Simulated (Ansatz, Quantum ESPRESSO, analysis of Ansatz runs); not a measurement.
**Li2CdCl4 (Imma), V_Cl hop (3.7 Å): attempt frequency at charge +1**

Aim: the prefactor of a hop in Li2CdCl4 (Imma) (V_Cl hop (3.7 Å), charge +1) from the modes of the moving atom at the start and at the top of a path found beforehand. Model: a cell of 56 host atoms with 1 Cl taken out.

Program: Ansatz 0.2.0. Level of theory: plane-wave PAW DFT, PBEsol; finite-difference force constants of the moving atom alone. Results are calculated unless marked as measured.

**1. The starting structure**

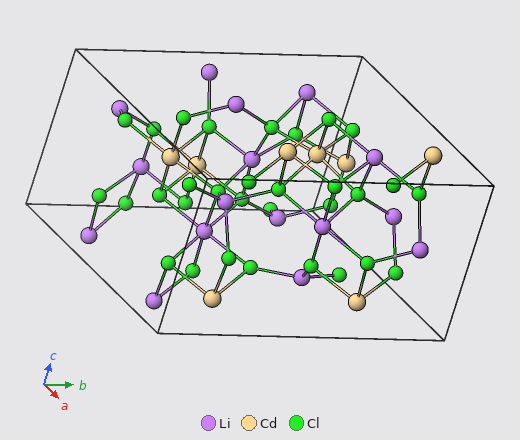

The cell as given, slightly off an axis (lithium purple, cadmium orange, chlorine green).

The cell holds 55 atoms: 16 Li, 8 Cd and 31 Cl. Cell: a = 12.949 Å, b = 12.809 Å, c = 10.609 Å, α = 66.4°, β = 65.0°, γ = 48.6°. It derives from Li2CdCl4 (space group Imma). Nearest the centre at fractional (0.305, 0.565, 0.561): Cl53 at 1.82 Å, Li5 at 1.96 Å, Li15 at 3.02 Å, Cl32 at 3.02 Å, Cl44 at 3.07 Å, Cl37 at 3.21 Å, Li10 at 3.21 Å, Cl42 at 3.35 Å. The cell carries charge +1.

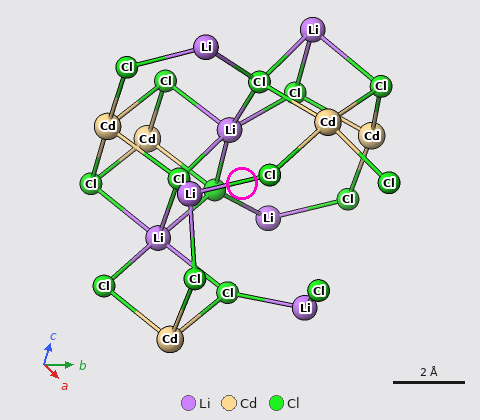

The atoms within 5 Å of the centre. A ring marks the centre wherever it is empty.

The cell's shortest repeat is 10.6 Å.

**2. Vibrations of the moving atom at the start point**

Harmonic transition-state theory takes the prefactor from the modes at the minimum and at the top. Only the moving atom is displaced, by 0.02 Å, which takes six displaced runs and a reference; the host's atoms are held.

qp1.start.modes/input.yaml reads:

```yaml
crystal:
  lattice:
    - [0.0, 7.62069338, 10.46883164]
    - [7.38023042, 0.0, 10.46883164]
    - [7.38023042, 7.62069338, 0.0]
  atoms:
    - { symbol: Li, position: [0.19615452, 0.44700532, 0.05091366] }
    - { symbol: Li, position: [0.52958237, 0.66675821, 0.21978361] }
    - { symbol: Li, position: [0.6987357, 0.94433464, 0.55328251] }
    - { symbol: Li, position: [0.94722425, 0.19857006, 0.80237415] }
    - { symbol: Li, position: [0.11488941, 0.61124962, 0.63446192] }
    - { symbol: Li, position: [0.37682733, 0.87692834, 0.87857104] }
    - { symbol: Li, position: [0.62534405, 0.123992, 0.12447851] }
    - { symbol: Li, position: [0.87115897, 0.38250532, 0.37283214] }
    - { symbol: Li, position: [0.1223911, 0.12757534, 0.12516215] }
    - { symbol: Li, position: [0.37395535, 0.37125199, 0.37568187] }
    - { symbol: Li, position: [0.62441368, 0.6254935, 0.62725286] }
    - { symbol: Li, position: [0.87324902, 0.87325301, 0.87640286] }
    - { symbol: Li, position: [0.04674419, 0.80632337, 0.20738563] }
    - { symbol: Li, position: [0.30537083, 0.05114304, 0.44448946] }
    - { symbol: Li, position: [0.54235306, 0.31063825, 0.70316412] }
    - { symbol: Li, position: [0.81018701, 0.55011188, 0.93977323] }
    - { symbol: Cd, position: [-0.03269715, 0.03087014, 0.50666516] }
    - { symbol: Cd, position: [0.25335688, 0.24484976, 0.74837441] }
    - { symbol: Cd, position: [0.50289035, 0.49497202, 0.00169642] }
    - { symbol: Cd, position: [0.75074022, 0.75223775, 0.25088283] }
    - { symbol: Cd, position: [0.00112448, 0.49682513, 0.49644056] }
    - { symbol: Cd, position: [0.2429904, 0.75509798, 0.78233404] }
    - { symbol: Cd, position: [0.49868164, 0.00449465, -0.00109472] }
    - { symbol: Cd, position: [0.74800764, 0.24977442, 0.24697402] }
    - { symbol: Cl, position: [0.13752517, 0.11588205, 0.88393511] }
    - { symbol: Cl, position: [0.38677586, 0.36758705, 0.13067583] }
    - { symbol: Cl, position: [0.63589626, 0.6223415, 0.38103746] }
    - { symbol: Cl, position: [0.89899436, 0.86419933, 0.62544769] }
    - { symbol: Cl, position: [0.49953454, 0.99772871, 0.75272095] }
    - { symbol: Cl, position: [0.74878539, 0.24675694, 0.00129593] }
    - { symbol: Cl, position: [0.99724737, 0.49972719, 0.2506526] }
    - { symbol: Cl, position: [0.12419259, 0.63903575, 0.8503541] }
    - { symbol: Cl, position: [0.36846054, 0.88996342, 0.11355966] }
    - { symbol: Cl, position: [0.61874321, 0.13546132, 0.36294901] }
    - { symbol: Cl, position: [0.86534927, 0.38776876, 0.61211293] }
    - { symbol: Cl, position: [0.24767853, 0.24890973, -0.00191523] }
    - { symbol: Cl, position: [0.49859887, 0.49678256, 0.25102117] }
    - { symbol: Cl, position: [0.75102153, 0.74521129, 0.50171029] }
    - { symbol: Cl, position: [1.00279823, 0.99490385, 0.74675834] }
    - { symbol: Cl, position: [-0.00194901, 0.00488931, 0.25810584] }
    - { symbol: Cl, position: [0.25030075, 0.25072068, 0.49970269] }
    - { symbol: Cl, position: [0.4918507, 0.51108693, 0.75181353] }
    - { symbol: Cl, position: [0.74753599, 0.75084591, 1.00238863] }
    - { symbol: Cl, position: [0.13209944, 0.61105285, 0.39127301] }
    - { symbol: Cl, position: [0.37693427, 0.86019688, 0.63890645] }
    - { symbol: Cl, position: [0.6355316, 0.11121384, 0.88317016] }
    - { symbol: Cl, position: [0.8755045, 0.36723467, 0.13899051] }
    - { symbol: Cl, position: [0.00295552, 0.49466511, 0.74626697] }
    - { symbol: Cl, position: [0.2536215, 0.75053533, 1.01625183] }
    - { symbol: Cl, position: [0.50442954, 0.00173991, 0.24487345] }
    - { symbol: Cl, position: [0.7331748, 0.27087235, 0.49595498] }
    - { symbol: Cl, position: [0.11101421, 0.12625232, 0.37282842] }
    - { symbol: Cl, position: [0.35826487, 0.38511773, 0.61764639] }
    - { symbol: Cl, position: [0.61078894, 0.63192929, 0.87456453] }
    - { symbol: Cl, position: [0.86663265, 0.87987012, 0.1144179] }
  symmetry: { detect: false }
total_charge: 1
basis:
  ecutwfc: 420
  xc_grid: 2
hamiltonian:
  xc: pbesol
kpoints:
  mp_grid: { grid: [1, 1, 1], shift: [0.25, 0.25, 0.25] }
scf:
  occupations: { method: fixed }
  max_iter: 120
phonons:
  supercell: [1, 1, 1]
  displaced_sites: [52]
  amplitude: 0.02
```

Run with:

```console
> ansatz run input.yaml --threads 16 --pin off --max-ram 26378MiB --backend cpu --events-out ev --progress --plain --runs-dir out
```

Numbers of over 12 decimals in the logs are rounded to 6 here.

The log of the run:

```text
[... repeated set-up lines and file paths are left out, and long positions are rounded to six places ...]
Engine: ansatz 0.2.0, x86_64-unknown-linux-gnu
Pseudopotentials: kind: paw
Pseudopotential: Li, paw, valence charge 3, recommended cutoff 420 eV (normal), Li.paw.azcp
Pseudopotential: Cd, paw, valence charge 20, recommended cutoff 420 eV (normal), Cd.paw.azcp
Pseudopotential: Cl, paw, valence charge 7, recommended cutoff 420 eV (normal), Cl.paw.azcp
Functional definition: PBEsol
  exchange = pbesol_x
  correlation = pbesol_c
Crystal: 55 atoms, lattice volume = 1177.586 Å³
Basis set: ecut = 420 eV, 23051 PW (Γ), exchange–correlation on 180×180×144 points (8 copies of the dense FFT grid, shifted against one another)
Bands: 267, of which v1, the nominal top of the filled ones, is band 212 counted from 1 (211 counted from 0)
Symmetry: 1 space group operations
k-points: 1
Non-local potential: Li, projectors of the file, l = 0: 3, l = 1: 2, l = 2: 1
Non-local potential: Cd, projectors of the file, l = 0: 3, l = 1: 2, l = 2: 2, l = 3: 1
Non-local potential: Cl, projectors of the file, l = 0: 2, l = 1: 2, l = 2: 2
PAW form: soft (Blöchl's): semilocal exchange-correlation on the pseudo side does not see the compensation charge
PAW frozen core: Cd, regenerated for the run's functional, and the local potential with it (the file was generated under x = pbe(κ = 0.804, μ = 0.219515), c = pbe(β = 0.066725))
PAW frozen core: Cl, regenerated for the run's functional, and the local potential with it (the file was generated under x = pbe(κ = 0.804, μ = 0.219515), c = pbe(β = 0.066725))
PAW one-centre angular grid: Li, 110 points (default); XC on 64 Gauss nodes
PAW one-centre angular grid: Cd, 590 points (default); XC on 64 Gauss nodes
PAW one-centre angular grid: Cl, 110 points (default); XC on 64 Gauss nodes
Initial density: superposition of atomic densities (neutral atoms scaled as one to the charged cell's electrons: chi_scale 0, normalization atom), corrected by the library's trained network
Initial wavefunctions: pseudopotential atomic-orbital guess
Functional: x = pbesol(κ = 0.804, μ = 0.123457), c = pbesol(β = 0.046)
SCF iter   1: F=—  HF=-101692.684027 eV  |F-HF|=—  |Δ(HF+E_count)|=         —  Δρ=6.03e-3  dr2=8.19e-1  ethr=1.77e-3  ⟨swp⟩=5.0  Hψ=846  notcnv=0  defer=52
preconditioner: auto → Resta (q_TF=auto, 2.301 Å⁻¹)  ε∞=3.4  [insulator: Δε(μ)=3.758 eV  Ē_g=12.639 eV  n_scr=242 (ndim 8)  ℏωp=19.6 eV  f_vac=0.080  ε∞_Penn≈3.4]
SCF iter   2: F=—  HF=-101692.444952 eV  |F-HF|=—  |Δ(HF+E_count)|=   2.39e-1  Δρ=1.59e-3  dr2=6.68e-2  ethr=1.93e-4  ⟨swp⟩=3.0  Hψ=445  notcnv=0  defer=53
SCF iter   3: F=—  HF=-101692.428546 eV  |F-HF|=—  |Δ(HF+E_count)|=   1.64e-2  Δρ=6.32e-4  dr2=7.36e-3  ethr=1.58e-5  ⟨swp⟩=3.0  Hψ=317  notcnv=0  defer=53
SCF iter   4: F=—  HF=-101692.428711 eV  |F-HF|=—  |Δ(HF+E_count)|=   1.65e-4  Δρ=2.14e-4  dr2=7.94e-4  ethr=1.74e-6  ⟨swp⟩=2.0  Hψ=355  notcnv=0  defer=53
SCF iter   5: F=—  HF=-101692.429340 eV  |F-HF|=—  |Δ(HF+E_count)|=   6.29e-4  Δρ=5.53e-5  dr2=1.17e-4  ethr=1.87e-7  ⟨swp⟩=2.0  Hψ=423  notcnv=0  defer=51
SCF iter   6: F=—  HF=-101692.429563 eV  |F-HF|=—  |Δ(HF+E_count)|=   2.23e-4  Δρ=1.96e-5  dr2=1.01e-5  ethr=2.76e-8  ⟨swp⟩=2.0  Hψ=353  notcnv=0  defer=48
SCF iter   7: F=—  HF=-101692.430811 eV  |F-HF|=—  |Δ(HF+E_count)|=   1.25e-3  Δρ=7.00e-6  dr2=6.87e-7  ethr=2.38e-9  ⟨swp⟩=2.0  Hψ=445  notcnv=0  defer=47
SCF iter   8: F=—  HF=-101692.430812 eV  |F-HF|=—  |Δ(HF+E_count)|=   9.70e-7  Δρ=3.45e-6  dr2=1.28e-7  ethr=1.62e-10  ⟨swp⟩=2.0  Hψ=432  notcnv=0  defer=48
SCF iter   9: F=—  HF=-101692.430813 eV  |F-HF|=—  |Δ(HF+E_count)|=   9.23e-8  Δρ=1.18e-6  dr2=1.54e-8  ethr=3.02e-11  ⟨swp⟩=2.0  Hψ=432  notcnv=0  defer=48
SCF iter  10: F=—  HF=-101692.430813 eV  |F-HF|=—  |Δ(HF+E_count)|=   1.21e-8  Δρ=2.70e-7  dr2=1.40e-9  ethr=3.62e-12  ⟨swp⟩=2.0  Hψ=432  notcnv=0  defer=48
[...]
SCF 1 converged in 11 iterations: F = -101692.430813 eV  dr2 = 1.18e-10
  greatest PAW one-centre occupation: 1.000 electrons in one spin orbital (limit 2), on the Cd atom at site 21 (counted from 0), in its partial waves of l = 0
Initial density: handed on by an earlier stage of this run
Initial wavefunctions: those handed on with the density
[...]
SCF 2 converged in 8 iterations: F = -101692.430395 eV  dr2 = 7.30e-12
[...]
SCF 3 converged in 5 iterations: F = -101692.430393 eV  dr2 = 3.80e-11
[...]
SCF 4 converged in 8 iterations: F = -101692.430143 eV  dr2 = 1.05e-11
[...]
SCF 5 converged in 5 iterations: F = -101692.430083 eV  dr2 = 5.35e-11
[...]
SCF iter   5: F=—  HF=-101692.429885 eV  |F-HF|=—  |Δ(HF+E_count)|=   1.01e-7  Δρ=1.09e-6  dr2=1.73e-8  ethr=4.66e-11  ⟨swp⟩=2.0  Hψ=397  notcnv=0  defer=47
SCF iter   6: F=—  HF=-101692.429885 eV  |F-HF|=—  |Δ(HF+E_count)|=   1.17e-8  Δρ=4.81e-7  dr2=2.68e-9  ethr=4.07e-12  ⟨swp⟩=2.0  Hψ=427  notcnv=0  defer=47
SCF iter   7: F=—  HF=-101692.429885 eV  |F-HF|=—  |Δ(HF+E_count)|=   1.96e-9  Δρ=1.83e-7  dr2=4.27e-10  ethr=1.00e-12  ⟨swp⟩=2.0  Hψ=427  notcnv=0  defer=47
SCF iter   8: F=-101692.429885 eV  HF=-101692.429885 eV  |F-HF|=5.82e-11  |Δ(HF+E_count)|=  4.22e-10  Δρ=4.01e-8  dr2=3.64e-11  ethr=1.00e-12  ⟨swp⟩=4.0  Hψ=826  notcnv=0
SCF 6 converged in 8 iterations: F = -101692.429885 eV  dr2 = 3.64e-11
iter 1 solved again at ethr=4.95e-10 eV; its pass at ethr=3.10e-3 eV (dr2=2.10e-6 eV) is discarded
SCF iter   1: F=—  HF=-101692.429735 eV  |F-HF|=—  |Δ(HF+E_count)|=         —  Δρ=1.34e-5  dr2=5.45e-7  ethr=4.95e-10  ⟨swp⟩=3.0  Hψ=923  notcnv=0  defer=47
SCF iter   2: F=—  HF=-101692.429801 eV  |F-HF|=—  |Δ(HF+E_count)|=   6.54e-5  Δρ=6.72e-6  dr2=1.24e-7  ethr=1.28e-10  ⟨swp⟩=2.0  Hψ=397  notcnv=0  defer=47
SCF iter   3: F=—  HF=-101692.429801 eV  |F-HF|=—  |Δ(HF+E_count)|=   8.51e-9  Δρ=7.25e-7  dr2=3.27e-9  ethr=2.92e-11  ⟨swp⟩=2.0  Hψ=364  notcnv=0  defer=47
SCF iter   4: F=—  HF=-101692.429801 eV  |F-HF|=—  |Δ(HF+E_count)|=  8.15e-10  Δρ=1.78e-7  dr2=3.51e-10  ethr=1.00e-12  ⟨swp⟩=2.0  Hψ=427  notcnv=0  defer=47
SCF iter   5: F=-101692.429801 eV  HF=-101692.429801 eV  |F-HF|=4.37e-11  |Δ(HF+E_count)|=  2.04e-10  Δρ=7.00e-8  dr2=6.68e-11  ethr=1.00e-12  ⟨swp⟩=4.0  Hψ=827  notcnv=0
SCF 7 converged in 5 iterations: F = -101692.429801 eV  dr2 = 6.68e-11
SCF converged after 11 iterations
Free energy (F): -101692.430813 eV
Harris-Foulkes:  -101692.430813 eV  (|F-HF|=1.46e-10)
Internal energy: -101692.430813 eV  (E = F + TS)
E sigma→0 (E₀):  -101692.430813 eV
Fermi energy:    2.407787 eV
--- Per-component energies (eV) ---
  E_band       = -6476.615037
  E_kinetic    = 9369.514367
  E_local      = -49293.474950  (includes V_loc(G=0)·N_el)
  E_nonlocal   = 675.261296
  E_hartree    = 21476.679266
  E_xc         = -4847.479410
  E_vxc        = -5736.629651  (∫ρ·V_xc dr)
  E_paw        = -52335.878258  (= ΣΔE_a)
  E_vpaw       = -4444.647439  (= ΣTr[D̂ρ^β])
  E_aug_tail   = 0.003203  (compensation charges beyond the density's cutoff)
  E_ewald      = -26742.223400
  E_core_change = 5.167073  (= ΣΔE_core)
  E_smearing   = -0.000000  (= −TS)
  E_closure    = 0.000000  (closes the sum)
  E_deformation_potential = 10.754947  (in the stress; not in F)
  Σ components = -101692.430813   (vs F -101692.430813, Δ=0.00e0)
--- Forces (eV/Å), atoms counted from 1 ---
  atom   1  Li     0.00081096     0.00054947    -0.00125973
  atom   2  Li     0.00022684     0.00094114     0.00346866
  [... 2 atoms left out ...]
  atom   5  Li    -0.00153424    -0.00010519    -0.00030344
  [... 4 atoms left out ...]
  atom  10  Li    -0.00045415     0.00004592    -0.00127273
  [... 4 atoms left out ...]
  atom  15  Li     0.00128040     0.00013892    -0.00096464
  [... 6 atoms left out ...]
  atom  22  Cd     0.00197363     0.00601946    -0.00276579
  [... 5 atoms left out ...]
  atom  28  Cl     0.00013285     0.00112553     0.00216635
  [... 3 atoms left out ...]
  atom  32  Cl     0.00089415    -0.00132581     0.00302797
  [... 4 atoms left out ...]
  atom  37  Cl    -0.00215495     0.00030781    -0.00059702
  [... 4 atoms left out ...]
  atom  42  Cl     0.00050885    -0.00178719    -0.00065545
  [... 1 atom left out ...]
  atom  44  Cl     0.00166746    -0.00152936     0.00036655
  [... 8 atoms left out ...]
  atom  53  Cl     0.00007846     0.00156479     0.00097536
  [... 2 atoms left out ...]
  max |Σ_I F_I| component: 2.92e-6 eV/Å
--- Band table (eV) ---
  k-point 0: bands = ["-97.8653", "-97.8614", "-97.5819", "-97.5818", [... 259 left out ...] "11.6668", "11.6954", "11.7467", "11.7598"]
--- Phonons: 6 displaced members + reference (amplitude 0.02 Å, Σ member SCF iterations 39) ---
  symmetry images taken by strict's conditions (phonons.symmetry_images: auto; settled by no image being taken that strict refuses)
  force constants formed among 1 of 55 sites (Cl 52); the other 54 at rest. The modes move the named sites alone.
  the frequencies, the zero-point energy and the sums are of the block with the acoustic sum rule laid on its rows. Row sums over every site: 4.9e-5 eV/Å² at the most
  transpose residual: 7.4e-4 eV/Å²
  largest component of a force at the reference: 1.6e-3 eV/Å on a named site, 6.0e-3 eV/Å on a site at rest
  frequencies among the named sites at Γ of the cell (cm⁻¹): 126.61 155.99 199.31
  unstable modes among the named sites: 0
  frequencies as built, with no sum rule (cm⁻¹): 126.61 155.99 199.31
  zero-point energy: 0.029875 eV/cell   skipped modes (ω ≤ 0): 0
  not written: the harmonic force-constant file, the file of eigenvectors (these modes' are written with the force constants), the density of states and the dispersion, which are of every site
```

The job ended after 15 s (16 threads of Intel Xeon 6975P-C (Granite Rapids), shared host; peak memory 2.3 GiB; 3.3 min of CPU time).

In the SCF lines HF is the Harris–Foulkes energy and dr2 the Hartree energy of the density residual, in eV; the loop may stop once dr2 is under the threshold and the program's other checks hold. Hψ counts applications of the Hamiltonian.

Read from the output:

* free energy: -101692.4308 eV
* frequencies of moving atom: 126.6, 156.0, 199.3 cm⁻¹ (negative: imaginary)

The three modes are 127, 156 and 199 cm⁻¹: all real, a minimum for this atom with the others held.

(Continued in part 2 of 2.)

[Logs are printed without paths, hosts, clocks, repeated set-up lines and the standing remarks that a program may print on its own settings, such as how far it seeks lower states.]

[Hosts, paths, dates, database ids (printed as entryN), source tags and the programs' standing remarks are cut or masked in the printed files.]
